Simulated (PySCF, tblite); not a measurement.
# C8H5N3S: excited states

Wanted: excited states for C8H5N3S (`[C-]#[N+]c1ncc(-n2cccc2)s1`).

Computed with tblite 0.8.0 and PySCF 2.14.0 and routines of our own; the level stands in each step. Atoms count from 0.

### Step 1. The starting structure

17 atoms, charge 0, multiplicity 1; geometry from: force field or distance geometry start.

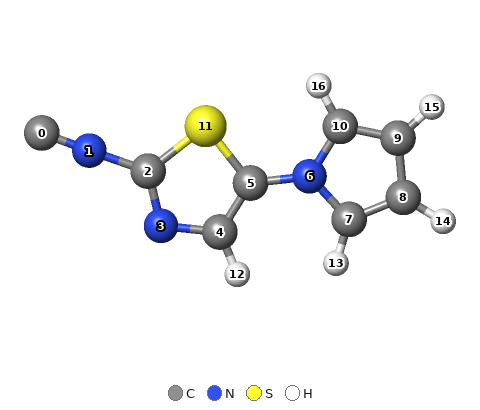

The starting geometry (carbon grey, nitrogen blue, sulfur yellow, hydrogen white).

### Step 2. Geometry optimisation with GFN2-xTB

Job settings and geometry (Å):

```
{"job": {"kind": "relax", "xc": "GFN2-xTB", "basis": "xTB"}, "charge": 0, "multiplicity": 1}
C      5.511500    -0.129400     0.828900
N      4.381300    -0.133900     0.463900
C      2.984300    -0.153900     0.043400
N      2.621800    -0.374300    -1.216200
C      1.241400    -0.330500    -1.302300
C      0.578000    -0.058100    -0.134800
N     -0.792100     0.061900     0.078000
C     -1.766600    -0.078900    -0.883900
C     -3.010200     0.093000    -0.320500
C     -2.816900     0.358600     1.050500
C     -1.456500     0.330300     1.267200
S      1.690200     0.135700     1.143100
H      0.784200    -0.497700    -2.269200
H     -1.508800    -0.304000    -1.917000
H     -3.965800     0.050700    -0.841200
H     -3.574500     0.551400     1.806700
H     -0.908100     0.491100     2.193400
```

Launch:

```console
OMP_NUM_THREADS=1 python excited_run.py task.json out
```

One launch serves the whole session: the jobs run in the order shown.

Output:

```text
step      E/eV     max force
  0    -859.75968    3.167
  1    -860.05340    2.454
  2    -860.08817    3.071
  3    -860.16272    1.001
  4    -860.18547    0.747
  5    -860.21942    0.279
  6    -860.22734    0.241
  7    -860.23148    0.178
  8    -860.23636    0.189
  9    -860.23932    0.141
 10    -860.24128    0.096
 11    -860.24253    0.092
 12    -860.24347    0.085
 13    -860.24416    0.076
 14    -860.24453    0.047
 15    -860.24466    0.024
 16    -860.24471    0.017
 17    -860.24474    0.015
 18    -860.24476    0.011
 19    -860.24477    0.010
 20    -860.24479    0.011
 21    -860.24481    0.015
 22    -860.24483    0.016
 23    -860.24485    0.012
 24    -860.24487    0.013
 25    -860.24490    0.013
 26    -860.24492    0.015
 27    -860.24495    0.017
 28    -860.24498    0.017
 29    -860.24500    0.014
 30    -860.24502    0.013
 31    -860.24504    0.011
 32    -860.24505    0.008
```

Run time: 0.29 s. Hardware: 1 thread of Arm Neoverse V1, shared host.

The steps of the relaxation:

| step | energy from step 0 (eV) | largest force (eV/Å) |
| --- | --- | --- |
| 0 | 0.0000 | 3.1666 |
| 1 | -0.2937 | 2.4545 |
| 2 | -0.3285 | 3.0715 |
| 3 | -0.4030 | 1.0007 |
| 4 | -0.4258 | 0.7470 |
| 5 | -0.4597 | 0.2787 |
| 6 | -0.4677 | 0.2413 |
| 7 | -0.4718 | 0.1776 |
| 8 | -0.4767 | 0.1895 |
| 9 | -0.4796 | 0.1408 |
| 10 | -0.4816 | 0.0958 |
| 11 | -0.4828 | 0.0915 |
| 12 | -0.4838 | 0.0845 |
| 13 | -0.4845 | 0.0762 |
| 14 | -0.4849 | 0.0473 |
| 15 | -0.4850 | 0.0238 |
| 16 | -0.4850 | 0.0171 |
| 17 | -0.4851 | 0.0152 |
| 18 | -0.4851 | 0.0106 |
| 19 | -0.4851 | 0.0104 |
| 20 | -0.4851 | 0.0107 |
| 21 | -0.4851 | 0.0149 |
| 22 | -0.4851 | 0.0161 |
| 23 | -0.4852 | 0.0116 |
| 24 | -0.4852 | 0.0129 |
| 25 | -0.4852 | 0.0132 |
| 26 | -0.4852 | 0.0152 |
| 27 | -0.4853 | 0.0171 |
| 28 | -0.4853 | 0.0172 |
| 29 | -0.4853 | 0.0145 |
| 30 | -0.4853 | 0.0132 |
| 31 | -0.4854 | 0.0110 |
| 32 | -0.4854 | 0.0081 |

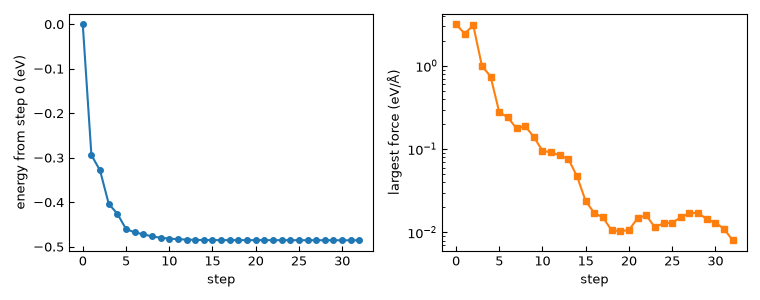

Energy and largest force along the relaxation.

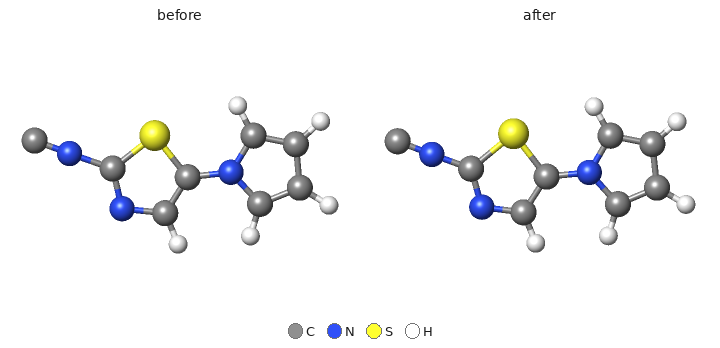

Before and after, at one scale.

Close pairs (by a distance rule), those that changed most:

| bond | before (Å) | after (Å) | change (Å) |
| --- | --- | --- | --- |
| N1–C2 | 1.459 | 1.334 | -0.125 |
| C2–S11 | 1.723 | 1.771 | +0.048 |
| C2–N3 | 1.329 | 1.286 | -0.043 |
| N3–C4 | 1.384 | 1.341 | -0.043 |
| C5–S11 | 1.705 | 1.739 | +0.034 |
| C5–N6 | 1.392 | 1.370 | -0.022 |
| C7–H13 | 1.088 | 1.070 | -0.018 |
| C8–H14 | 1.089 | 1.071 | -0.018 |

The end geometry stands in the next job.

### Step 3. Harmonic vibrations with GFN2-xTB

Job settings and geometry (Å):

```
{"job": {"kind": "ir", "xc": "GFN2-xTB", "basis": "xTB"}, "charge": 0, "multiplicity": 1}
C      5.361429    -0.123107     0.806171
N      4.252276    -0.139343     0.433693
C      2.979969    -0.151980     0.031999
N      2.579790    -0.371116    -1.170508
C      1.244585    -0.322335    -1.283338
C      0.560877    -0.053197    -0.120617
N     -0.791399     0.056253     0.067070
C     -1.754062    -0.085956    -0.902479
C     -2.973869     0.094364    -0.326583
C     -2.758606     0.357802     1.048594
C     -1.414640     0.327567     1.258798
S      1.679547     0.150465     1.195295
H      0.805139    -0.491310    -2.247655
H     -1.496225    -0.302690    -1.918390
H     -3.922241     0.045365    -0.822696
H     -3.513570     0.545872     1.784917
H     -0.845999     0.475375     2.155819
```

Output:

```text
mode    cm-1     km/mol
  1      31.2      0.01
  2      66.3      2.25
  3     106.7      2.27
  4     147.2      0.30
  5     180.8      0.54
  6     266.8      0.07
  7     323.4      1.26
  8     387.6      0.01
  9     418.7      1.06
 10     441.9      2.25
 11     518.0      2.87
 12     573.2      0.41
 13     575.0     12.72
 14     581.5      0.05
 15     583.6      3.98
 16     654.6      5.34
 17     740.8      6.63
 18     747.1      1.14
 19     764.8     13.06
 20     781.6     22.07
 21     823.8      4.69
 22     831.0      0.02
 23     846.1      0.01
 24     857.6     12.69
 25    1010.7     30.60
 26    1066.0     56.64
 27    1084.2     43.59
 28    1088.3     31.04
 29    1123.3      0.19
 30    1187.5     23.76
 31    1198.0      0.29
 32    1286.4     65.37
 33    1336.4     39.15
 34    1357.1     11.81
 35    1392.7     17.13
 36    1463.4     71.94
 37    1523.2    518.96
 38    1553.5     94.27
 39    1566.3     15.68
 40    2170.8      2.45
 41    3155.8      4.44
 42    3163.3      7.02
 43    3172.8     11.32
 44    3183.0     22.31
 45    3191.8     16.36
```

Wall time 0.84 s (1 thread of Arm Neoverse V1, shared host).

The strongest bands and the atoms that carry them (share of the mass-weighted mode):

```csv
cm⁻¹,km/mol,atoms
1066,56.6,"C2 29 %, H12 26 %, N3 16 %, H14 11 %"
1084,43.6,"H15 42 %, H16 15 %"
1088,31.0,"H14 32 %, H13 19 %, H15 11 %, C10 10 %"
1286,65.4,"C4 22 %, N6 19 %, C5 17 %"
1336,39.1,"N6 28 %, C4 17 %, N3 12 %, C10 11 %"
1463,71.9,"C7 28 %, C10 26 %, C8 17 %, C9 15 %"
1523,519.0,"C5 28 %, C2 24 %, N6 24 %, N3 11 %"
1554,94.3,"C2 36 %, N3 21 %, C5 17 %"
```

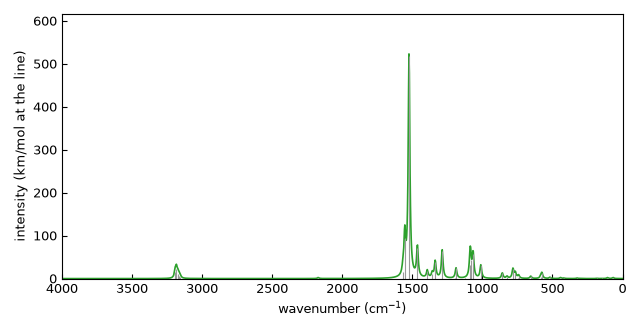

The infrared spectrum from these modes, unscaled. Lines are broadened to a width of 14 cm⁻¹ (Lorentzian).

### Step 4. Excited states: TDA PBE0/def2-SVP

The job, as its differences from that of step 3:

```diff
@@ -1,2 +1,2 @@
-{"job": {"kind": "ir", "xc": "GFN2-xTB", "basis": "xTB"}, "charge": 0, "multiplicity": 1}
+{"job": {"kind": "states", "xc": "PBE0", "basis": "def2-SVP", "tda": true, "soc": true, "nstates": 8, "ntriplets": 6, "nquad": 4}, "charge": 0, "multiplicity": 1}
 C      5.361429    -0.123107     0.806171
```

Level: TDA PBE0/def2-SVP excited states, vertical, gas phase, spin-orbit mean-field couplings.

Output:

```text
coarse grid: 16600 points
cycle   1  E = -868.8921928643  dE =  2.733e+00  |g| = 5.779e-01  |ddm| = 5.226e+00
cycle   2  E = -868.7187034948  dE =  1.735e-01  |g| = 1.031e+00  |ddm| = 1.700e+00
cycle   3  E = -868.9747152858  dE = -2.560e-01  |g| = 1.202e-01  |ddm| = 1.142e+00
cycle   4  E = -868.9773347847  dE = -2.619e-03  |g| = 6.261e-02  |ddm| = 1.820e-01
cycle   5  E = -868.9782853146  dE = -9.505e-04  |g| = 1.530e-02  |ddm| = 7.883e-02
cycle   6  E = -868.9783427795  dE = -5.746e-05  |g| = 5.199e-03  |ddm| = 2.171e-02
cycle   7  E = -868.9783490655  dE = -6.286e-06  |g| = 1.886e-03  |ddm| = 6.839e-03
final grid: 161248 points
cycle   8  E = -869.0741743490  dE = -2.718e-05  |g| = 1.067e-02  |ddm| = 4.381e-02
cycle   9  E = -869.0741170638  dE =  5.729e-05  |g| = 1.818e-02  |ddm| = 3.235e-02
cycle  10  E = -869.0742030569  dE = -8.599e-05  |g| = 2.705e-03  |ddm| = 2.234e-02
cycle  11  E = -869.0742049972  dE = -1.940e-06  |g| = 4.527e-04  |ddm| = 3.155e-03
cycle  12  E = -869.0742050342  dE = -3.693e-08  |g| = 2.548e-04  |ddm| = 6.908e-04
cycle  13  E = -869.0742050487  dE = -1.457e-08  |g| = 5.919e-05  |ddm| = 2.711e-04
cycle  14  E = -869.0742050495  dE = -7.685e-10  |g| = 2.360e-05  |ddm| = 7.905e-05
converged SCF energy = -869.0742050495

Singlet excitations
state   eV       nm        f     d(h-e)  d(exc)  Lambda  PR(NTO)  |dmu|/D   mu/D   main configurations
  1   4.0859   303.4   0.00710   4.021   5.023   0.482   1.007   12.102   16.365   H-1->L 0.93
  2   4.3600   284.4   0.76430   1.865   4.202   0.703   1.092    4.302    8.550   H->L 0.89
  3   4.8580   255.2   0.00017   1.827   3.870   0.381   1.015    4.877    8.940   H->L+1 0.94
  4   5.1369   241.4   0.00004   1.049   3.156   0.509   1.012    2.207    3.847   H-3->L 0.95
  5   5.3916   230.0   0.00020   3.987   4.849   0.191   1.001                     H-1->L+1 0.93
  6   5.7039   217.4   0.00883   0.564   3.244   0.751   2.252                     H-2->L 0.46, H->L+2 0.35, H-5->L 0.10
  7   5.7535   215.5   0.00041   2.397   4.198   0.371   1.030                     H->L+3 0.93
  8   5.8727   211.1   0.03710   0.894   4.813   0.752   2.276                     H->L+2 0.46, H-2->L 0.41

Triplet excitations (Tamm-Dancoff)
state   eV     d(h-e)  d(exc)  Lambda  PR(NTO)   main configurations
  1   2.8082   0.814   3.561   0.718   1.037   H->L 0.91
  2   3.3943   2.077   3.833   0.512   1.039   H-1->L 0.76, H-1->L+2 0.15
  3   4.5047   0.566   3.161   0.771   1.592   H->L+2 0.73, H-2->L 0.17
  4   4.5526   0.736   3.000   0.504   1.092   H-3->L 0.85
  5   4.6473   1.623   3.718   0.383   1.021   H->L+1 0.91
  6   4.7122   0.751   3.470   0.743   1.413   H-2->L 0.64, H-5->L 0.16
S1 - T1 = 1.2777 eV

Spin-orbit couplings |<S|Hso|T>| (cm-1)
             T1       T2       T3       T4       T5       T6
S0        0.214    0.027    0.122   48.314   10.904    1.209
S1        0.015    0.011    0.004    3.862    3.261    0.015
S2        0.020    0.019    0.039    2.295   36.159    0.426
S3       38.760    0.686    4.734    0.055    0.529    4.474
S4        5.090    3.307   19.820    0.147    0.656   46.062
S5        0.644   31.178    2.278    0.121    0.193    6.837
S6        0.040    0.026    0.065   40.868    5.963    0.159
S7       23.150    0.654    2.206    0.123   26.286    0.928
S8        0.078    0.008    0.054   28.618    9.722    0.168
T1 sublevels (cm-1): 0.000 0.016 0.025   radiative rates (1/s): 0.00144 0.0415 1.62
```

Run time: 51 s. Hardware: 1 thread of Arm Neoverse V1, shared host; peak memory 0.9 GiB.

Key values:

```
  quantity    value
S1 less T1  1.28 eV
```

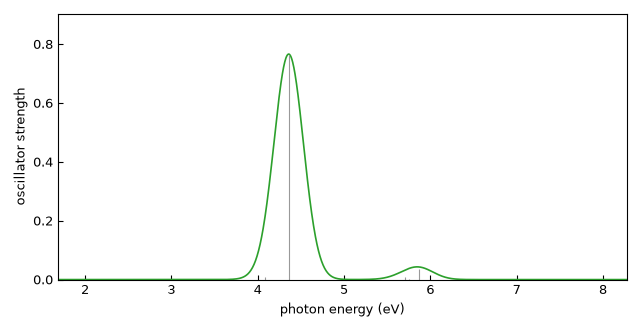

Absorption lines of the singlets. Lines are broadened to a width of 0.40 eV (Gaussian).

### Step 5. Results

| quantity | value |
| --- | --- |
| strongest single infrared mode (GFN2-xTB) | 1523 cm⁻¹, 519 km/mol |
| zero-point energy (GFN2-xTB) | 70.8 kcal/mol |
| S1 less T1 (step 4, TDA PBE0/def2-SVP) | 1.28 eV |

**Reading.** No mode is imaginary among the 45: a minimum at this level. The strongest single mode, at 1523 cm⁻¹, moves mainly C5, C2 and N6. Unscaled tight-binding wavenumbers are off by several per cent, some by more. Its intensities can rank the bands wrongly. In step 4 hole and electron of S1 lie 4.0 Å apart, a charge-transfer state, which a functional without long-range exact exchange places too low; S1, its gap to T1 and the count of triplets below it are unsure. In step 4, the number of triplets below S1 is 2, and the largest singlet-triplet spin-orbit coupling is S0–T4, 48.31 cm⁻¹.
